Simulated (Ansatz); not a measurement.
The relaxed structure here is a generated cell of Al2O3: the first start was made by placing the elements on the sites of a structure type, and the end was not matched to a known phase here, so it may be hypothetical. Known forms of Al2O3 include space group No. 167.

The end point of a relaxation of Al₂O₃. All values below come from r2SCAN (plane waves to 500 eV, PAW, scalar-relativistic; Ansatz, a first-principles code).

R32, hexagonal axes (No. 155), hR5; a = b = 4.665 Å, c = 7.091 Å, α = β = 90.00°, γ = 120.00°.

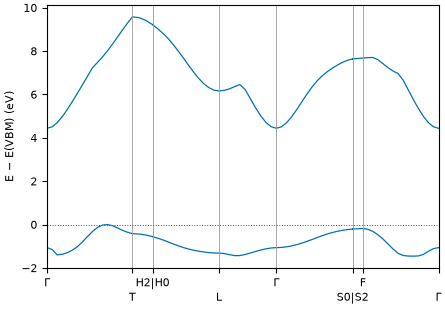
Figure. Highest filled and lowest empty band along the path of this cell's Brillouin zone

### Question
Read off the gap and say whether it is direct.

### Answer
4.44 eV, indirect (valence top at 71 % of the way from Γ to T, conduction bottom at Γ) (no spin-orbit coupling).

### Question
How far does the top valence band disperse along this path?

### Answer
About 1.5 eV.

No spin polarisation in the result.

The run could not lose the symmetry of its start; a randomly shaken copy of 10 atoms returns to this structure.
